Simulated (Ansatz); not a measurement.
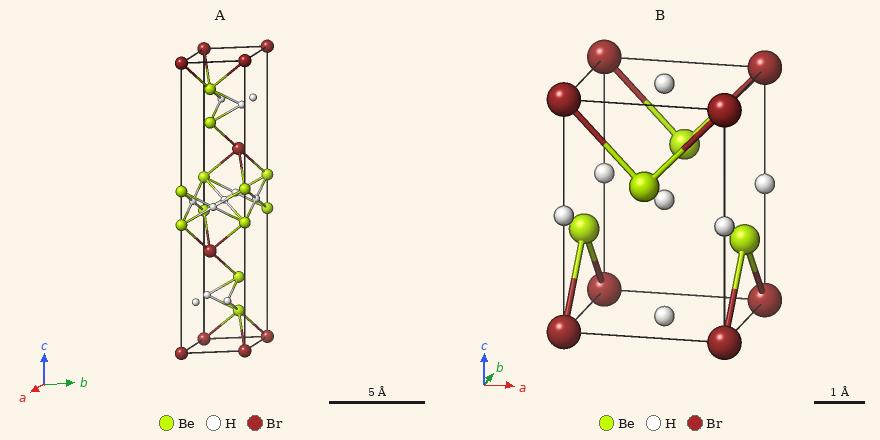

Two structures of Be$_{2}$H$_{3}$Br, each relaxed to rest (conventional cells in solid outline, small ones repeated, not to one scale). Method: DFT PBE, scalar-relativistic, plane waves, PAW (Ansatz 0.2.0), without spin polarisation.

**Which two forms are compared?**

A: 18 atoms a cell on a rhombohedral (trigonal R) lattice, R-3m. B: 6 atoms a cell on a primitive tetragonal lattice, P-4m2.

**Which polymorph is favoured?**

A is lower, by 36 meV/atom at this level of theory (energies at zero smearing). Volumes: A 8.9, B 9.3 Å³/atom.

One or both may be structure types tried for this composition rather than known phases.
